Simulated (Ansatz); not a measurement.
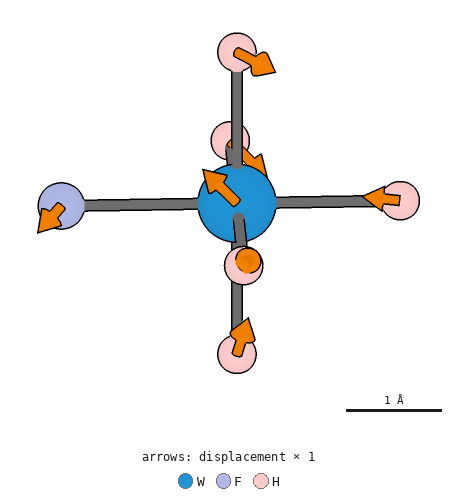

A relaxation of WH$_{5}$F. The starting structure is drawn; orange arrows show the displacements, at their true length. The two geometries are superimposed by the best rigid fit.

Style: ball-and-stick. Shown at a tilt.

The run prepares the start of a later molecular dynamics calculation, from a guessed geometry.

Level of theory: Ansatz 0.2.0, RKS B3LYP-D4/def2-mTZVP.

The input:
```yaml
crystal:
  periodic: [false, false, false]
  atoms:
    - { symbol: W, position_ang: [0.0, 0.0, 0.0] }
    - { symbol: F, position_ang: [0.0, 0.0, 1.85] }
    - { symbol: H, position_ang: [1.72, 0.0, 0.0] }
    - { symbol: H, position_ang: [0.0, 1.72, 0.0] }
    - { symbol: H, position_ang: [-1.72, 0.0, 0.0] }
    - { symbol: H, position_ang: [0.0, -1.72, 0.0] }
    - { symbol: H, position_ang: [0.0, 0.0, -1.72] }
basis:
  gaussian: { orbitals: def2-mTZVP }
hamiltonian:
  xc: b3lyp
  dispersion: d4
relax:
  f_tol: 0.02
  max_steps: 40
output:
  orbitals: {}
```

Run as
```bash
ansatz run input.yaml --threads 1 --pin off --max-ram 2048MiB --backend cpu --events-out ev --progress --plain --runs-dir out
```

**What did the optimiser do to the structure, and how much energy did it gain?**

The largest moves after the best rigid fit, 0.58 Å, are those of H4 and H5. By element the largest moves are H 0.58 Å, W 0.54 Å, F 0.41 Å. Near-neighbour distances that change, for instance: W1–H3 1.720 → 1.661 Å, W1–F2 1.850 → 1.899 Å, W1–H7 1.720 → 1.701 Å, W1–H4 1.720 → 1.712 Å. Among the angles between lasting bonds that change: H3–W1–H5 180.0° → 122.1°, F2–W1–H7 180.0° → 146.2°, F2–W1–H4 90.0° → 120.9°. Over 34 geometry steps the energy falls by 437.1 kJ/mol. The largest force component goes from 5.8 to 0.0089 eV/Å. The forces were under the threshold at step 7, but the run went on from there.
